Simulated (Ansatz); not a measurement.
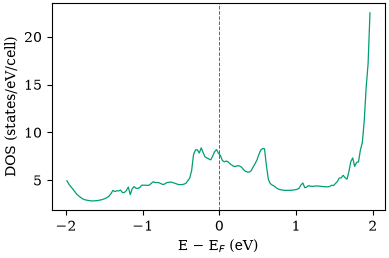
Figure: Density of states of LaPd2Ga2 (P4/nmm) near the Fermi level, Ansatz (a first-principles code) with PBEsol, rigid bands.

Problem. With 10 atoms a cell, what bare Sommerfeld coefficient γ = (π²/3) k_B² N(E_F) follows?

Solution. N(E_F) ≈ 7.6 states/eV a cell at 300 K, so γ ≈ 1.79 mJ/(mol of atoms·K²), before electron-phonon enhancement.

Problem. How far does the Fermi level move in a rigid band for 0.1 electron a cell added or removed?

Solution. 13 meV and -13 meV.

A metal at this level (no band gap); rigid bands, thermally averaged at 300 K, both spins. Spin-orbit coupling is left out. Geometry: cell and atoms relaxed with PBEsol.

Computed structure with no diffraction record at hand here (it may be known, metastable or hypothetical): LaPd2Ga2 (P4/nmm).
